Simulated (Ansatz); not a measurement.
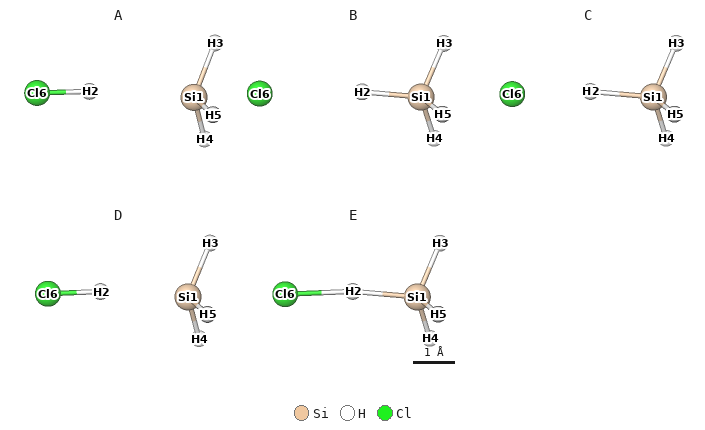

5 geometries from one relaxation of SiH$_{4}$Cl (multiplicity 2), in shuffled order. The picture is a ball-and-stick view, seen at a tilt.

The run prepares an end point of a later path (reaction) calculation, from a guessed geometry.

The calculation used UKS revPBE/def2-SVP (Ansatz 0.2.0). (collinear spin; force threshold 0.03 eV/Å; at most 50 steps)

### Put them in the order of the run, from the start to the converged end.

B, C, E, D, A. They are steps 0, 3, 4, 7, 13, at +11.1 kcal/mol, +6.55 kcal/mol, +3.93 kcal/mol, +0.53 kcal/mol relative to the last. The atom that moves furthest after the best rigid fit is H2 (0.94 Å). By element the largest moves are H 0.94 Å, Cl 0.31 Å, Si 0.20 Å. Some distances before and after: H2–Cl6 2.564 → 1.314 Å, Si1–H2 1.481 → 2.619 Å. New bonds form, among them: H2–Cl6 (2.56 → 1.31 Å). Bonds break, among them: Si1–H2 (1.48 → 2.62 Å). Among the angles between lasting bonds that change: H3–Si1–H4 110.4° → 112.5°. The energy falls by 11.1 kcal/mol in 11 accepted moves (13 points after the start). The largest force component goes from 0.82 to 0.027 eV/Å. The line search rejected the trial steps at points 8, 11 of the run. The forces were under the threshold at step 10, but the run went on from there.

Limits of the set-up: the start holds two separate molecules, 2.6 Å apart at their closest, whose relative position is a soft coordinate and is computed without a dispersion correction.
